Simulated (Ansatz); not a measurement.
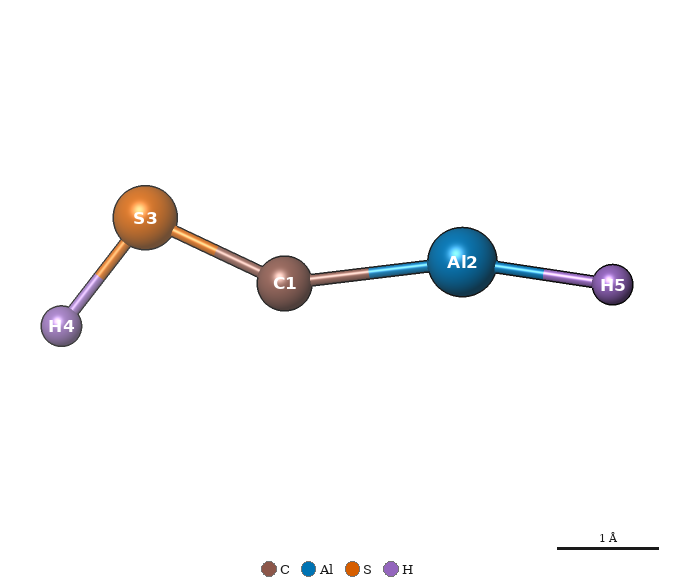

Orthographic view. Distant atoms are faded towards the background colour. Charge +1, singlet. Computed geometry: PBE0-D4/def2-TZVP optimisation. No frequency run is at hand to confirm it as a minimum.

Write a Z-matrix (Å, degrees) in the order of the atom numbers, with these reference atoms: 2 to 1; 3 to 1, 2; 4 to 3, 1, 2; 5 to 2, 1, 3.

```
C  
Al   1   1.823
S    1   1.574   2   148.5
H    3   1.375   1   103.1   2   180.0
H    2   1.551   1   164.9   3   180.0
```
